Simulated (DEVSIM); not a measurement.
Device: illuminated GaAs p-on-n cell, one wavelength, at 350 K.

| layer (left to right) | material | thickness (μm) | Nd (cm⁻³) | Na (cm⁻³) | τn (s) | τp (s) | absorption coefficient (cm⁻¹) |
|---|---|---|---|---|---|---|---|
| 1 | GaAs | 0.740 | - | 5.4e17 | 1.4e-9 | 2.7e-9 | 20000 |
| 2 | GaAs | 3.80 | 1.7e17 | - | 7.7e-8 | 7.7e-8 | 20000 |

Left contact: ohmic, minority electron recombination velocity 1e6 cm/s. Right contact: ohmic, minority hole recombination velocity 800 cm/s. Voltage is applied to the left contact. Recombination: SRH at mid-gap, radiative, Auger. Light enters at the left, 6e17 photons cm⁻² s⁻¹, one pass, no reflection. Mobility is constant in doping.

Constants are typed, rounded textbook-type inputs, not results; the design itself was drawn at random and stands for no fabricated device. Values at 300 K; Nc and Nv go as T^1.5, mobilities as T to minus their exponent, the gap by Varshni's rule with the affinity fixed.

```
parameter             GaAs
----------------  --------
gap (eV)             1.424
affinity (eV)         4.07
permittivity          12.9
Nc (cm⁻³)           4.7e17
Nv (cm⁻³)             9e18
μn (cm²/Vs)           8500
μp (cm²/Vs)            400
T exponent of μn       2.1
T exponent of μp       2.2
B (cm³/s)            2e-10
Cn (cm⁶/s)           1e-30
Cp (cm⁶/s)           1e-30
Varshni α (eV/K)  0.000541
Varshni β (K)          204
```

DEVSIM, 1D drift-diffusion, Boltzmann statistics, complete ionisation; no tunnelling, impact ionisation, image-force lowering or self-heating.

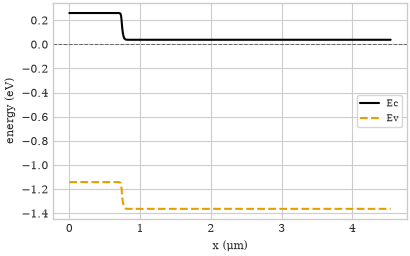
Figure. Band edges at 1.05 V on the left contact, in the dark

Energies count from the Fermi level of the right contact; mesh points crowd at the junctions.

```tsv
x (μm)	Ec (eV)	Ev (eV)	n (cm⁻³)	p (cm⁻³)	field (V/cm)
0.000	0.259	-1.142	7.8e13	5.4e17	≈ 0
0.02162	0.259	-1.142	7.9e13	5.4e17	≈ 0
0.05816	0.259	-1.142	8.0e13	5.4e17	≈ 0
0.1286	0.259	-1.142	8.3e13	5.4e17	≈ 0
0.3180	0.259	-1.142	9.2e13	5.4e17	≈ 0
0.5153	0.259	-1.142	1.0e14	5.4e17	≈ 0
0.6296	0.259	-1.142	1.1e14	5.4e17	≈ 0
0.7046	0.259	-1.142	1.1e14	5.3e17	-630
0.7312	0.236	-1.165	2.4e14	2.5e17	-33000
0.7492	0.127	-1.274	8.9e15	6.7e15	-54000
0.7796	0.047	-1.354	1.3e17	4.7e14	-7800
0.8648	0.038	-1.363	1.7e17	3.4e14	≈ 0
0.9998	0.038	-1.363	1.7e17	3.3e14	≈ 0
1.236	0.038	-1.363	1.7e17	3.2e14	≈ 0
1.928	0.038	-1.363	1.7e17	2.9e14	≈ 0
2.926	0.038	-1.363	1.7e17	2.6e14	≈ 0
3.705	0.038	-1.363	1.7e17	2.5e14	≈ 0
4.113	0.038	-1.363	1.7e17	2.4e14	≈ 0
4.371	0.038	-1.363	1.7e17	2.4e14	≈ 0
4.459	0.038	-1.363	1.7e17	2.4e14	≈ 0
4.509	0.038	-1.363	1.7e17	2.4e14	≈ 0
4.540	0.038	-1.363	1.7e17	2.4e14	37
```
